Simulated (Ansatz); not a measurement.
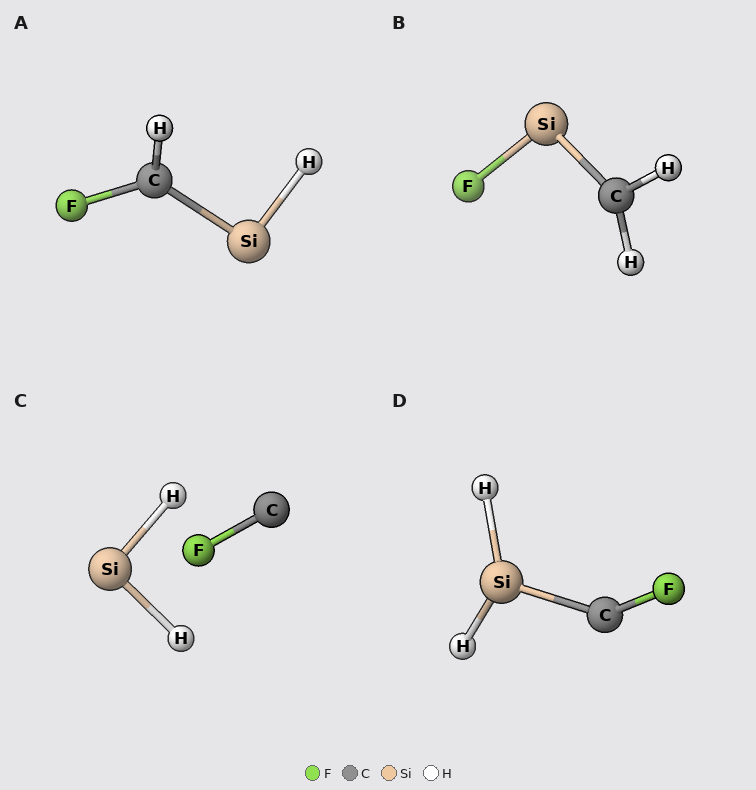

4 stationary structures of one formula. State: neutral, doublet. Geometries: PBE-D4/def2-SVP. Electronic energies: PBE-D4/def2-SVP (Ansatz 0.2.0), without zero-point energy. No frequency run is at hand to confirm each as a minimum.

**Which structure is the most stable?**

B is lowest (C1); A lies 41.6 kcal/mol above it (C1), D lies 62.2 kcal/mol above it (C1), C lies 131.6 kcal/mol above it (C1).
